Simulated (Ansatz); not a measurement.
**Geometry relaxation of B2Si2PNH10 (part 1 of 4)**

B2Si2PNH10, computed with RKS B3LYP-D4/6-31G* (Ansatz 0.2.0).

The run did not end well. It belongs to a series of runs on one base structure; here: end point B relaxed.

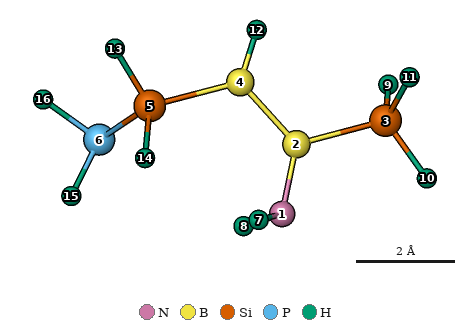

**Figure 1.** The input geometry (ball-and-stick view, seen on its broad side; atoms are numbered from 1 in the order of the input).

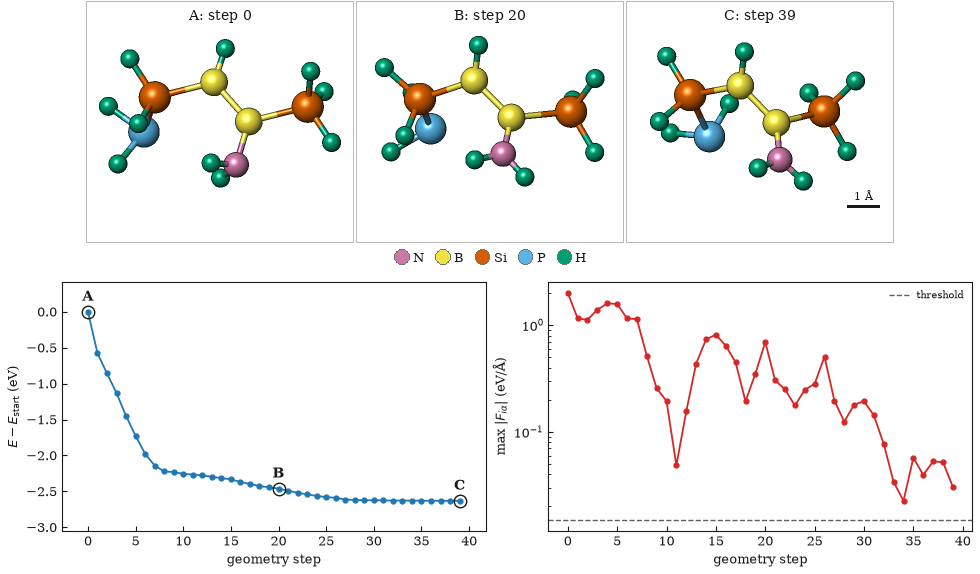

**Figure 2.** Frames of the relaxation (ball-and-stick view, seen at a tilt) above the curves, on which the letters mark them (the first geometry is step 0 here and step 1 in the log).

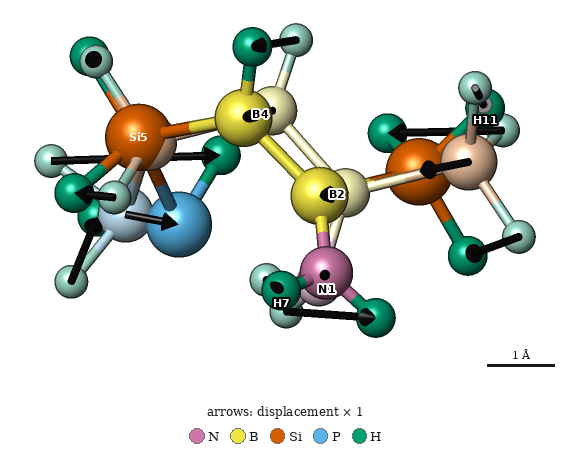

**Figure 3.** Start (faint) and end (solid) with the displacements as black arrows, at true length (ball-and-stick view, seen at a tilt). The two geometries are laid on each other by the best rigid fit. The relaxation stopped without meeting its thresholds, so the last structure isn't shown to be converged. The largest move after the best rigid fit is that of H16, 2.57 Å. By element the largest moves are H 2.57 Å, Si 1.21 Å, B 1.10 Å, N 1.02 Å, P 0.83 Å. Among the contacts that change: B2–Si3 1.927 → 2.055 Å, N1–H8 1.097 → 1.012 Å, B2–B4 1.725 → 1.642 Å, Si5–P6 2.206 → 2.287 Å. Among the angles that change: B2–N1–H8 105.7° → 124.0°, B2–N1–H7 108.9° → 123.3°, H7–N1–H8 103.1° → 112.6°. The energy falls by 2.632 eV in 39 geometry steps. The largest force component goes from 2 to 0.03 eV/Å. (Atoms are counted from 1 in the order of the input.)

The input and output of the run follow.

Input file:
```yaml
crystal:
  periodic: [false, false, false]
  atoms:
    - { symbol: "N", position_ang: [-1.4197, -0.8178, 0.9047] }
    - { symbol: B, position_ang: [-0.0772, -0.9822, 0.3161] }
    - { symbol: Si, position_ang: [0.5353, -2.7811, -0.0047] }
    - { symbol: B, position_ang: [1.0212, 0.3138, 0.0179] }
    - { symbol: Si, position_ang: [0.3931, 2.1349, 0.2945] }
    - { symbol: P, position_ang: [-0.919, 2.8291, -1.3369] }
    - { symbol: H, position_ang: [-1.3406, -0.227, 1.7831] }
    - { symbol: H, position_ang: [-1.9675, -0.1651, 0.2146] }
    - { symbol: H, position_ang: [0.9041, -2.9275, -1.3718] }
    - { symbol: H, position_ang: [-0.4755, -3.7446, 0.4074] }
    - { symbol: H, position_ang: [1.7593, -3.0172, 0.8448] }
    - { symbol: H, position_ang: [2.0882, 0.0968, -0.2625] }
    - { symbol: H, position_ang: [1.5358, 3.0265, 0.322] }
    - { symbol: H, position_ang: [-0.3396, 2.2636, 1.6152] }
    - { symbol: H, position_ang: [-1.9072, 3.36146, -0.4057] }
    - { symbol: H, position_ang: [-0.23789, 4.08021, -1.478] }
basis:
  gaussian: { orbitals: "6-31G*" }
hamiltonian:
  xc: b3lyp
  dispersion: d4
relax:
  f_tol: 0.015
  max_steps: 40
```

Run as:
```bash
ansatz run input.yaml --threads 2 --pin off --max-ram 3072MiB --backend cpu --events-out ev --progress --plain --runs-dir out
```

Log:
```
The last accepted step is kept in [file] (removed where the run ends without a failure and the disk answers)
Engine: ansatz 0.2.0, aarch64-unknown-linux-gnu
Functional definition: B3LYP
  parameter a0 = 0.2
  parameter ax = 0.72
  parameter ac = 0.81
  exchange = (1 - a0 - ax)*slater_x + ax*b88_x + a0*exact_x
  correlation = (1 - ac)*vwn_rpa_c + ac*lyp_c
1357 factors; integrals over basis functions are off by at most 5.9e-4 eV
mean field evaluation 1: about -28041.6143 eV, gradient 5.0e1 eV
mean field evaluation 2: about -28007.0390 eV, gradient 1.0e2 eV
mean field evaluation 4: about -28046.9443 eV, gradient 8.7e0 eV
mean field evaluation 8: about -28047.1717 eV, gradient 5.4e-1 eV
mean field evaluation 16: about -28047.1726 eV, gradient 1.5e-4 eV
mean field -28047.17262359 eV, -1030.7145828606 hartree, gradient 4.4e-5 eV, S^2 0.000000; 0 other end points of the search recorded, 0 dependent functions left out
the calculation of the forces begins
reference -28047.17295562 eV, -1030.7145950624 hartree; 35, 35 occupied and 87, 87 virtual orbitals, 1357 factors
relax step   1: F+E_penalty+E_count = -28047.85801456 eV  Δ(F+E_penalty+E_count) = +0.000e0 eV  max|allowed force component| = 2.010e0 eV/Å  Δτ_max = 0.0000 Å  (30 SCF iters, accepted)
these checks for a lower state are left out or cut short: starts, cluster_reference, orbital_swaps, neighbouring_geometries, increment
1357 factors; integrals over basis functions are off by at most 6.2e-4 eV
mean field -28047.77154439 eV, -1030.7365927940 hartree, gradient 2.6e-5 eV, S^2 0.000000; 0 other end points of the search recorded, 0 dependent functions left out
[... from here on the field's lines of each further geometry are left out, up to the last ...]
relax step   2: F+E_penalty+E_count = -28048.43528169 eV  Δ(F+E_penalty+E_count) = -5.773e-1 eV  max|allowed force component| = 1.159e0 eV/Å  Δτ_max = 0.1948 Å  (32 SCF iters, accepted)
relax step   3: F+E_penalty+E_count = -28048.71632301 eV  Δ(F+E_penalty+E_count) = -2.810e-1 eV  max|allowed force component| = 1.122e0 eV/Å  Δτ_max = 0.1930 Å  (30 SCF iters, accepted)
relax step   4: F+E_penalty+E_count = -28048.98934343 eV  Δ(F+E_penalty+E_count) = -2.730e-1 eV  max|allowed force component| = 1.396e0 eV/Å  Δτ_max = 0.1958 Å  (30 SCF iters, accepted)
relax step   5: F+E_penalty+E_count = -28049.30809153 eV  Δ(F+E_penalty+E_count) = -3.187e-1 eV  max|allowed force component| = 1.598e0 eV/Å  Δτ_max = 0.1948 Å  (30 SCF iters, accepted)
relax step   6: F+E_penalty+E_count = -28049.58540989 eV  Δ(F+E_penalty+E_count) = -2.773e-1 eV  max|allowed force component| = 1.583e0 eV/Å  Δτ_max = 0.1950 Å  (30 SCF iters, accepted)
relax step   7: F+E_penalty+E_count = -28049.83489444 eV  Δ(F+E_penalty+E_count) = -2.495e-1 eV  max|allowed force component| = 1.158e0 eV/Å  Δτ_max = 0.1948 Å  (29 SCF iters, accepted)
relax step   8: F+E_penalty+E_count = -28049.99809901 eV  Δ(F+E_penalty+E_count) = -1.632e-1 eV  max|allowed force component| = 1.139e0 eV/Å  Δτ_max = 0.1949 Å  (29 SCF iters, accepted)
relax step   9: F+E_penalty+E_count = -28050.08109757 eV  Δ(F+E_penalty+E_count) = -8.300e-2 eV  max|allowed force component| = 5.192e-1 eV/Å  Δτ_max = 0.2000 Å  (29 SCF iters, accepted)
relax step  10: F+E_penalty+E_count = -28050.08919254 eV  Δ(F+E_penalty+E_count) = -8.095e-3 eV  max|allowed force component| = 2.560e-1 eV/Å  Δτ_max = 0.2000 Å  (29 SCF iters, accepted)
relax step  11: F+E_penalty+E_count = -28050.11454503 eV  Δ(F+E_penalty+E_count) = -2.535e-2 eV  max|allowed force component| = 1.946e-1 eV/Å  Δτ_max = 0.1470 Å  (29 SCF iters, accepted)
relax step  12: F+E_penalty+E_count = -28050.12394173 eV  Δ(F+E_penalty+E_count) = -9.397e-3 eV  max|allowed force component| = 4.846e-2 eV/Å  Δτ_max = 0.0414 Å  (30 SCF iters, accepted)
relax step  13: F+E_penalty+E_count = -28050.13547552 eV  Δ(F+E_penalty+E_count) = -1.153e-2 eV  max|allowed force component| = 1.553e-1 eV/Å  Δτ_max = 0.1677 Å  (29 SCF iters, accepted)
relax step  14: F+E_penalty+E_count = -28050.15521905 eV  Δ(F+E_penalty+E_count) = -1.974e-2 eV  max|allowed force component| = 4.359e-1 eV/Å  Δτ_max = 0.1951 Å  (29 SCF iters, accepted)
relax step  15: F+E_penalty+E_count = -28050.17342414 eV  Δ(F+E_penalty+E_count) = -1.821e-2 eV  max|allowed force component| = 7.350e-1 eV/Å  Δτ_max = 0.1951 Å  (28 SCF iters, accepted)
relax step  16: F+E_penalty+E_count = -28050.19019369 eV  Δ(F+E_penalty+E_count) = -1.677e-2 eV  max|allowed force component| = 8.154e-1 eV/Å  Δτ_max = 0.1935 Å  (29 SCF iters, accepted)
relax step  17: F+E_penalty+E_count = -28050.22872850 eV  Δ(F+E_penalty+E_count) = -3.853e-2 eV  max|allowed force component| = 6.419e-1 eV/Å  Δτ_max = 0.1950 Å  (29 SCF iters, accepted)
relax step  18: F+E_penalty+E_count = -28050.25453380 eV  Δ(F+E_penalty+E_count) = -2.581e-2 eV  max|allowed force component| = 4.484e-1 eV/Å  Δτ_max = 0.0843 Å  (29 SCF iters, accepted)
relax step  19: F+E_penalty+E_count = -28050.28534760 eV  Δ(F+E_penalty+E_count) = -3.081e-2 eV  max|allowed force component| = 1.931e-1 eV/Å  Δτ_max = 0.1916 Å  (28 SCF iters, accepted)
relax step  20: F+E_penalty+E_count = -28050.29976253 eV  Δ(F+E_penalty+E_count) = -1.441e-2 eV  max|allowed force component| = 3.507e-1 eV/Å  Δτ_max = 0.1969 Å  (28 SCF iters, accepted)
relax step  21: F+E_penalty+E_count = -28050.31958438 eV  Δ(F+E_penalty+E_count) = -1.982e-2 eV  max|allowed force component| = 6.930e-1 eV/Å  Δτ_max = 0.1938 Å  (28 SCF iters, accepted)
relax step  22: F+E_penalty+E_count = -28050.35013418 eV  Δ(F+E_penalty+E_count) = -3.055e-2 eV  max|allowed force component| = 3.043e-1 eV/Å  Δτ_max = 0.1468 Å  (29 SCF iters, accepted)
relax step  23: F+E_penalty+E_count = -28050.37626366 eV  Δ(F+E_penalty+E_count) = -2.613e-2 eV  max|allowed force component| = 2.502e-1 eV/Å  Δτ_max = 0.1944 Å  (28 SCF iters, accepted)
relax step  24: F+E_penalty+E_count = -28050.40079035 eV  Δ(F+E_penalty+E_count) = -2.453e-2 eV  max|allowed force component| = 1.766e-1 eV/Å  Δτ_max = 0.1947 Å  (28 SCF iters, accepted)
relax step  25: F+E_penalty+E_count = -28050.42115683 eV  Δ(F+E_penalty+E_count) = -2.037e-2 eV  max|allowed force component| = 2.470e-1 eV/Å  Δτ_max = 0.1961 Å  (27 SCF iters, accepted)
relax step  26: F+E_penalty+E_count = -28050.43754691 eV  Δ(F+E_penalty+E_count) = -1.639e-2 eV  max|allowed force component| = 2.821e-1 eV/Å  Δτ_max = 0.1946 Å  (27 SCF iters, accepted)
relax step  27: F+E_penalty+E_count = -28050.44747576 eV  Δ(F+E_penalty+E_count) = -9.929e-3 eV  max|allowed force component| = 5.060e-1 eV/Å  Δτ_max = 0.1950 Å  (29 SCF iters, accepted)
relax step  28: F+E_penalty+E_count = -28050.47139386 eV  Δ(F+E_penalty+E_count) = -2.392e-2 eV  max|allowed force component| = 1.963e-1 eV/Å  Δτ_max = 0.2000 Å  (26 SCF iters, accepted)
relax step  29: F+E_penalty+E_count = -28050.47750183 eV  Δ(F+E_penalty+E_count) = -6.108e-3 eV  max|allowed force component| = 1.245e-1 eV/Å  Δτ_max = 0.1015 Å  (29 SCF iters, accepted)
relax step  30: F+E_penalty+E_count = -28050.48095281 eV  Δ(F+E_penalty+E_count) = -3.451e-3 eV  max|allowed force component| = 1.800e-1 eV/Å  Δτ_max = 0.1952 Å  (28 SCF iters, accepted)
relax step  31: F+E_penalty+E_count = -28050.48149252 eV  Δ(F+E_penalty+E_count) = -5.397e-4 eV  max|allowed force component| = 1.936e-1 eV/Å  Δτ_max = 0.0448 Å  (30 SCF iters, accepted)
relax step  32: F+E_penalty+E_count = -28050.48395775 eV  Δ(F+E_penalty+E_count) = -2.465e-3 eV  max|allowed force component| = 1.426e-1 eV/Å  Δτ_max = 0.1222 Å  (28 SCF iters, accepted)
relax step  33: F+E_penalty+E_count = -28050.48590557 eV  Δ(F+E_penalty+E_count) = -1.948e-3 eV  max|allowed force component| = 7.688e-2 eV/Å  Δτ_max = 0.0325 Å  (30 SCF iters, accepted)
relax step  34: F+E_penalty+E_count = -28050.48652786 eV  Δ(F+E_penalty+E_count) = -6.223e-4 eV  max|allowed force component| = 3.390e-2 eV/Å  Δτ_max = 0.0180 Å  (25 SCF iters, accepted)
relax step  35: F+E_penalty+E_count = -28050.48727024 eV  Δ(F+E_penalty+E_count) = -7.424e-4 eV  max|allowed force component| = 2.256e-2 eV/Å  Δτ_max = 0.0368 Å  (30 SCF iters, accepted)
relax step  36: F+E_penalty+E_count = -28050.48823792 eV  Δ(F+E_penalty+E_count) = -9.677e-4 eV  max|allowed force component| = 5.719e-2 eV/Å  Δτ_max = 0.0837 Å  (29 SCF iters, accepted)
relax step  37: F+E_penalty+E_count = -28050.48870538 eV  Δ(F+E_penalty+E_count) = -4.675e-4 eV  max|allowed force component| = 3.951e-2 eV/Å  Δτ_max = 0.0360 Å  (29 SCF iters, accepted)
relax step  38: F+E_penalty+E_count = -28050.48898846 eV  Δ(F+E_penalty+E_count) = -2.831e-4 eV  max|allowed force component| = 5.287e-2 eV/Å  Δτ_max = 0.0598 Å  (29 SCF iters, accepted)
the calculation of the forces begins
reference -28049.77665349 eV, -1030.8102791942 hartree; 35, 35 occupied and 87, 87 virtual orbitals, 1357 factors
relax step  39: F+E_penalty+E_count = -28050.48944820 eV  Δ(F+E_penalty+E_count) = -4.597e-4 eV  max|allowed force component| = 5.193e-2 eV/Å  Δτ_max = 0.0146 Å  (24 SCF iters, accepted)
these checks for a lower state are left out or cut short: starts, cluster_reference, orbital_swaps, neighbouring_geometries, increment
1357 factors; integrals over basis functions are off by at most 5.7e-4 eV
mean field evaluation 288: about -28049.7762 eV, gradient 9.2e-6 eV
mean field -28049.77620434 eV, -1030.8102626882 hartree, gradient 9.3e-6 eV, S^2 0.000000; 0 other end points of the search recorded, 0 dependent functions left out
the calculation of the forces begins
reference -28049.77653469 eV, -1030.8102748284 hartree; 35, 35 occupied and 87, 87 virtual orbitals, 1357 factors
```
